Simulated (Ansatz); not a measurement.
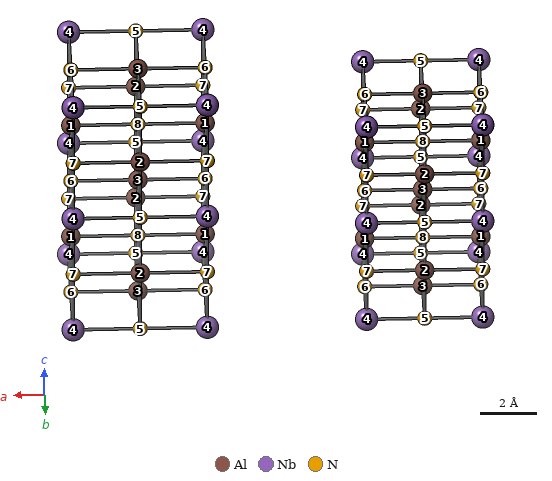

Two geometries of crystalline NbAl3N4 (a generated structure, set up in Pm-3m) (coarse preliminary run), drawn at one scale. One is the start of a relaxation, the other its converged end. The picture is a ball-and-stick view of the cell of the calculation, repeated 1 × 1 × 2 with one cell outlined, seen from a free direction.

The calculation used Ansatz, DFT PBE, scalar-relativistic, plane waves, PAW. Settings: plane-wave cutoff 420 eV; k-point mesh 4 × 4 × 4; occupations gaussian; smearing width 0.1 eV; no spin polarisation; cell and atoms relaxed; force threshold 0.04 eV/Å; at most 70 steps.

> Which geometry has the lower energy?

The right one is the relaxed one. The atoms keep their places relative to the cell (all moves are under 0.005 Å). The drawn cell changes as follows: a = b = c 4.871 → 4.215 Å (−13.5 %); the volume changes by −35.2 %. Among the contacts that change: Al1–N6 2.435 → 2.108 Å, Nb4–N5 2.435 → 2.108 Å. The space group stays Pm-3m (No. 221). Over 6 accepted moves (8 points after the start) the energy falls by 7.615 eV per cell of the calculation. All forces vanish by symmetry, so only the cell relaxes. The pressure goes from −40.44 to 0.00 GPa. The SCF was repeated twice at an unchanged geometry on a basis and grid sized afresh for the cell, which shifted the energy by 19.4 meV per cell of the calculation at most. Cost: 21 s on 1 thread of Arm Neoverse V2 (shared host), peak memory 0.44 GiB.
